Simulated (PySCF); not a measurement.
Consider C$_{4}$H$_{9}$ClGeO.

The calculation's input:

```
{"job": {"kind": "uv", "xc": "B3LYP", "basis": "def2-SVPD", "nstates": 8, "ntriplets": 3}, "charge": 0, "multiplicity": 1}
C     -2.969241     0.657401     0.173224
Ge    -1.246881    -0.119784    -0.341959
O     -0.337094    -0.021531     1.174688
C      0.979506    -0.479466     1.371703
C      1.956798     0.252937     0.503649
C      2.656936    -0.344079    -0.444114
Cl     3.744201     0.496848    -1.475649
H     -3.482454     0.009808     0.878992
H     -2.802831     1.618615     0.652336
H     -3.610597     0.805157    -0.690906
H     -0.502148     0.642709    -1.415271
H     -1.282733    -1.575727    -0.762305
H      1.049781    -1.557354     1.182705
H      1.210051    -0.291206     2.427293
H      2.012714     1.320864     0.656446
H      2.616392    -1.406249    -0.634761
```

Launched as:

```sh
OMP_NUM_THREADS=1 python probes_run.py task.json out
```

Geometry: GFN2-xTB.

Level of theory: B3LYP/def2-SVPD, SCF density, gas phase in PySCF.

What will maps of the electron density and electron localisation function show?

C–O (1.41 Å): ρ at the midpoint is about 2 e/Å³, with its minimum of 1.7 e/Å³ about 0.5 Å from C; the ELF peaks at about 0.90 between the atoms (a shared but strongly polarised pair).
Ge–O (1.77 Å): the density is about 0.95 e/Å³ at the midpoint; the ELF peaks at about 0.85 in the valence shell of O, 0.6 Å from its nucleus, and is about 0.30 at the midpoint.
C–Ge (1.96 Å): ρ is about 0.89 e/Å³ halfway; the ELF peaks at about 0.95 in the valence shell of C, 0.7 Å from its nucleus, and is about 0.75 at the midpoint.
C–H (1.09 Å): ρ at the midpoint is about 1.9 e/Å³; the ELF climbs to about 1 towards the hydrogen, as it does in any bond to H: a covalent bond by its length.

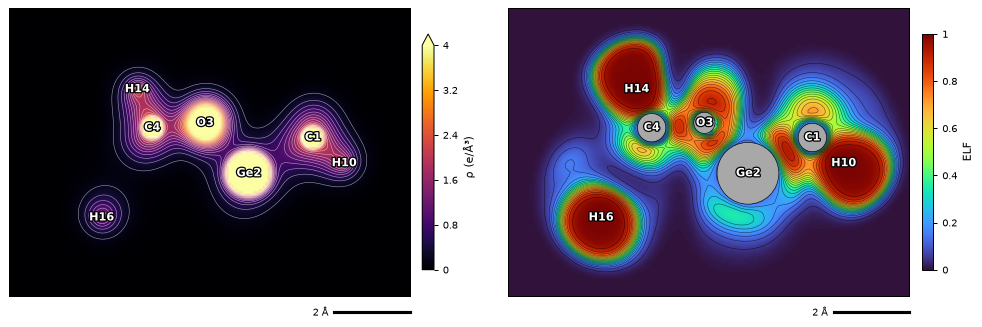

Computed electron density and electron localisation function on the plane of atoms C1, Ge2 and O3, in this order. Grey discs cover the atomic cores in the ELF map. 
